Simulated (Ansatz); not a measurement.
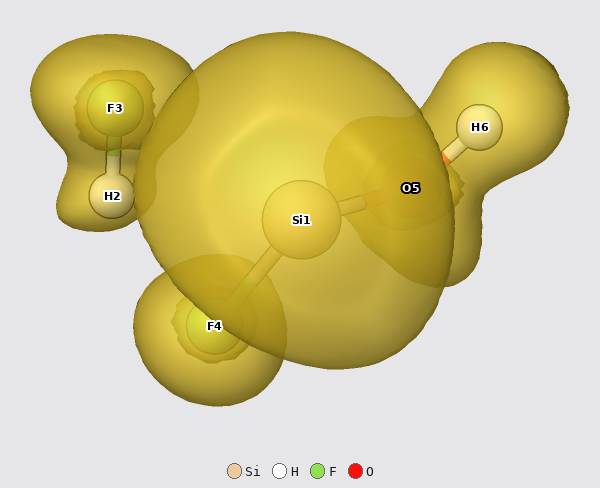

Figure. FHOSi···HF. Isosurface of the ELF at 0.75 (yellow), seen at a tilt. Only the valence region is drawn (cores and ρ < 0.01 e/Å³ removed).

Computed with RKS BHLYP-D4/def2-SVP in Ansatz.

Input file:

```
crystal:
  periodic: [false, false, false]
  atoms:
    - { symbol: Si, position_ang: [-0.794652, 0.10786, 0.309282] }
    - { symbol: H, position_ang: [1.564613, 0.198326, 1.541928] }
    - { symbol: F, position_ang: [1.947136, -0.10665, 0.765352] }
    - { symbol: F, position_ang: [-0.683599, 1.194959, -0.882505] }
    - { symbol: O, position_ang: [-1.04162, -1.235513, -0.603237] }
    - { symbol: H, position_ang: [-1.159478, -2.068982, -0.15472] }
basis:
  gaussian: { orbitals: def2-SVP }
hamiltonian:
  xc: { name: BHLYP }
  dispersion: d4
relax:
  f_tol: 0.03
  max_steps: 50
output:
  orbitals: {}
```

Command:

```sh
ansatz run input.yaml --threads 1 --pin off --max-ram 2048MiB --backend cpu --events-out ev --progress --plain --runs-dir out
```

The fields are those of the run's last geometry, not of the input's.

Question: Where are the electrons localised?

Answer: The surface consists of one lobe on Si, pointing away from the bonds (lone pairs), one region wrapped around F (its lone pairs, merged into a ring or cap), one joined region spread over several atoms (F, H), in which their bonds and any lone pairs are merged and one joined region spread over several atoms (H, O), in which their bonds and any lone pairs are merged. Along the contacts the grid gives the following. F4···H2 (1.87 Å): the ELF dips to about 0.05 between them; by its geometry a hydrogen bond between the two molecules, with no shared pair. Si–O (1.65 Å): the ELF peaks at about 0.90 between the atoms: a polar covalent bond.
